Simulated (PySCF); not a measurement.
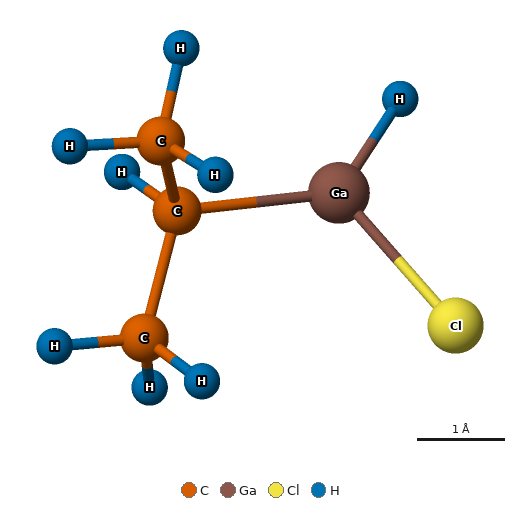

Fig. 1: The structure as given in the input (ball-and-stick view, seen at a tilt). Sticks mark near contacts.

# Run report: C3H8ClGa, core-level calculation

- system: C3H8ClGa, SMILES C[CH](C)[GaH][Cl]
- method: delta-SCF UKS SCAN, pcX-2 on the ionised atom, pcseg-1 elsewhere, spin-free X2C (PySCF 2.14.0)

Figures and captions count atoms from 1; the log counts them from 0 in places.

### Input file
```
{"job": {"kind": "xps"}, "charge": 0, "multiplicity": 1}
C      0.445175    -1.136327    -0.800848
C     -0.117427     0.232559    -0.434282
C     -1.432323     0.120385     0.341628
Ga     1.164995     1.295187     0.627709
Cl     2.422755     0.096310     1.929953
H      0.715597    -1.712533     0.098183
H     -0.296904    -1.727866    -1.365236
H      1.351153    -1.064300    -1.422729
H     -0.305688     0.811728    -1.355914
H     -2.185969    -0.432064    -0.246622
H     -1.299716    -0.430520     1.287671
H     -1.869384     1.102578     0.585366
H      1.412040     2.835315     0.752865
```

The first line tells a small driver script what to run in PySCF; the rest is the geometry in Å.

Run on 1 CPU thread, shared host.

Launch command:
```bash
OMP_NUM_THREADS=1 python <driver script> task.json out
```

### What the program printed
```
ground state, core basis on atom 0 (C), 158 functions
  cycle   1  E = -2520.25619836  |g| = 5.61e-01
  cycle   2  E = -2520.12968127  |g| = 8.54e-01
  cycle   3  E = -2520.34552856  |g| = 7.64e-02
  cycle   4  E = -2520.34721395  |g| = 3.28e-02
  cycle   5  E = -2520.34746723  |g| = 1.17e-02
  cycle   6  E = -2520.34750569  |g| = 2.99e-03
  cycle   7  E = -2520.34751034  |g| = 1.06e-03
  cycle   8  E = -2520.34751203  |g| = 1.99e-04
  E(ground) = -2520.61368116 Eh
hole in C 1s of atom 0
  cycle   1  E = -2509.10378285  |g| = 1.50e+00
  cycle   2  E = -2508.44622659  |g| = 1.80e+00
  cycle   3  E = -2509.62129742  |g| = 3.26e-01
  cycle   4  E = -2509.65948101  |g| = 1.18e-01
  cycle   5  E = -2509.66572963  |g| = 5.48e-02
  cycle   6  E = -2509.66733369  |g| = 1.12e-02
  cycle   7  E = -2509.66739233  |g| = 5.96e-03
  cycle   8  E = -2509.66741453  |g| = 1.52e-03
  cycle   9  E = -2509.66741560  |g| = 6.76e-04
  cycle  10  E = -2509.66741545  |g| = 2.26e-04
  E(ion) = -2509.93250529 Eh   <S^2> = 0.7677   hole on atom = 1.000   binding energy = 290.650 eV
ground state, core basis on atom 1 (C), 158 functions
  cycle   1  E = -2520.35020265  |g| = 5.88e-02
  cycle   2  E = -2520.35016765  |g| = 2.34e-02
  cycle   3  E = -2520.35020756  |g| = 1.98e-02
  cycle   4  E = -2520.35030220  |g| = 1.42e-03
  cycle   5  E = -2520.35030446  |g| = 5.18e-04
  cycle   6  E = -2520.35030305  |g| = 7.20e-05
  E(ground) = -2520.61627655 Eh
hole in C 1s of atom 1
  cycle   1  E = -2509.08875751  |g| = 1.52e+00
  cycle   2  E = -2508.04343790  |g| = 2.05e+00
  cycle   3  E = -2509.61060857  |g| = 3.78e-01
  cycle   4  E = -2509.65366276  |g| = 2.02e-01
  cycle   5  E = -2509.67743224  |g| = 7.40e-02
  cycle   6  E = -2509.68077591  |g| = 9.45e-03
  cycle   7  E = -2509.68083008  |g| = 5.39e-03
  cycle   8  E = -2509.68084980  |g| = 1.84e-03
  cycle   9  E = -2509.68085015  |g| = 9.84e-04
  cycle  10  E = -2509.68085414  |g| = 2.96e-04
  E(ion) = -2509.94552660 Eh   <S^2> = 0.7723   hole on atom = 1.000   binding energy = 290.366 eV
ground state, core basis on atom 4 (Cl), 169 functions
  cycle   1  E = -2520.53312681  |g| = 4.86e-01
  cycle   2  E = -2520.53328166  |g| = 4.42e-02
  cycle   3  E = -2520.53323644  |g| = 3.32e-02
  cycle   4  E = -2520.53346528  |g| = 9.22e-03
  cycle   5  E = -2520.53349208  |g| = 2.26e-03
  cycle   6  E = -2520.53348686  |g| = 2.66e-04
  E(ground) = -2520.78264904 Eh
hole in Cl 1s of atom 4
  cycle   1  E = -2415.35795807  |g| = 5.47e+00
  cycle   2  E = -2415.95528734  |g| = 2.11e+00
  cycle   3  E = -2416.40505939  |g| = 6.71e-01
  cycle   4  E = -2416.55658355  |g| = 3.07e-01
  cycle   5  E = -2416.60193412  |g| = 1.35e-01
  cycle   6  E = -2416.61194870  |g| = 2.39e-02
  cycle   7  E = -2416.61218270  |g| = 9.48e-03
  cycle   8  E = -2416.61222791  |g| = 3.02e-03
  cycle   9  E = -2416.61223244  |g| = 7.51e-04
  cycle  10  E = -2416.61223287  |g| = 1.22e-04
  E(ion) = -2416.87070711 Eh   <S^2> = 0.7520   hole on atom = 1.000   binding energy = 2827.588 eV
hole in Cl 2p of atom 4
  cycle   1  E = -2512.49492424  |g| = 1.71e+00
  cycle   2  E = -2512.57632471  |g| = 1.21e+00
  cycle   3  E = -2512.93678340  |g| = 2.30e-01
  cycle   4  E = -2512.94871866  |g| = 1.82e-01
  cycle   5  E = -2512.96775865  |g| = 3.58e-02
  cycle   6  E = -2512.96849681  |g| = 9.04e-03
  cycle   7  E = -2512.96854671  |g| = 3.33e-03
  cycle   8  E = -2512.96855310  |g| = 7.47e-04
  cycle   9  E = -2512.96855252  |g| = 1.93e-04
  E(ion) = -2513.22790145 Eh   <S^2> = 0.7520   hole on atom = 1.001   binding energy = 205.575 eV
  2p3/2 = 204.994 eV   2p1/2 = 206.647 eV
```

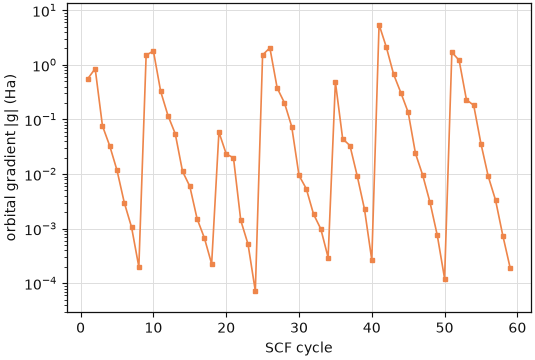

Fig. 2: Convergence of the self-consistent field: orbital gradient |g| against the SCF cycle. All cycles printed in the log are drawn one after another.

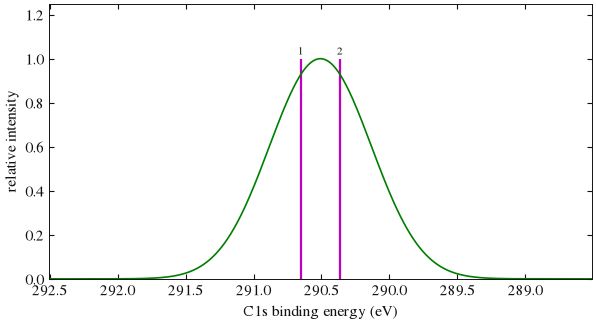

Fig. 3: C1s binding energies by ΔSCF of the atoms computed, labelled by atom number, with a Gaussian envelope of 0.8 eV full width. They run from 290.37 eV (atom 2) to 290.65 eV (atom 1).

### Results in brief

- outcome: converged
- wall time: 25 s
- peak memory: 0.56 GiB
